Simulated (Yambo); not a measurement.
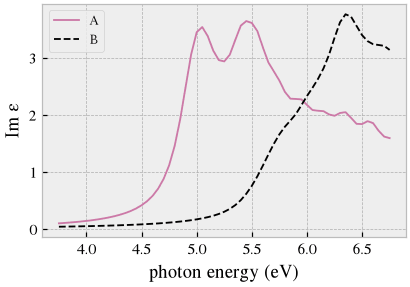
Two computed absorption spectra of La$_{2}$O$_{3}$ (space group P-3m1, No. 164) (Yambo, PBEsol bands with the same scissor, field along x)

Axes are Cartesian, with cell vectors (Å) (3.93, 0.00, 0.00), (-1.97, 3.40, 0.00), (0.00, 0.00, 6.11).

Q: Which curve includes the electron-hole attraction (BSE), and where are its main peaks?

A: Curve A: the attraction moves weight to lower energy (centre of the plotted range 5.6 eV against 6.2 eV). Its peaks lie at 5.0 eV, 5.5 eV. Settings: 6×6×4 mesh, 12 valence and 8 conduction bands, static screening with 100 bands and a 3 Ry block, scissor 1.43 eV, Tamm-Dancoff. The scissor comes from a G0W0 run whose convergence isn't established. Broadening 0.15 eV. The band window holds all transitions up to 6.6 eV; the range above that lacks some weight. Fine structure above the onset can come from the mesh.

Geometry of the Materials Project entry, not relaxed at this level; primitive cell a = b = 3.931 Å, c = 6.112 Å, α = β = 90.00°, γ = 120.00°.
